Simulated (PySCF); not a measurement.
H4O4Ti, SMILES [OH][Ti]([OH])([OH])[OH] at its PBE0/def2-SVP optimised geometry (Å):

```
9

Ti    -0.8943    -1.1343     0.0000
O      0.8934    -1.1343     0.0000
H      1.4998    -1.3628    -0.7102
O     -1.5041    -1.9637    -1.4616
H     -1.9202    -2.8274    -1.5339
O     -1.4686    -1.9863     1.4625
H     -2.1306    -1.7112     2.1031
O     -1.4998     0.5476     0.0000
H     -1.0126     1.3628     0.1498
```

Computed with PBE0/def2-TZVP (PySCF). Cells within 0.4 Å of a nucleus heavier than hydrogen are left out (blank, or x).

Map of the electrostatic potential (hartree/e), clipped to [-0.08, 0.12] on the plane z = 1.5 Å:

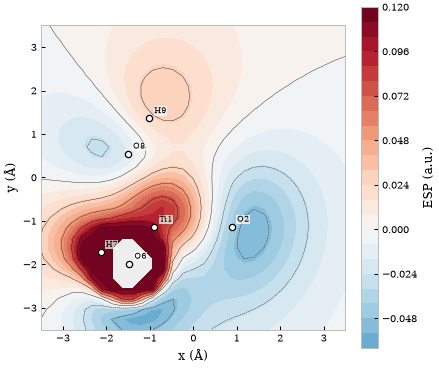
*Electrostatic potential (hartree/e), clipped to [-0.08, 0.12] on the plane z = 1.5 Å.*
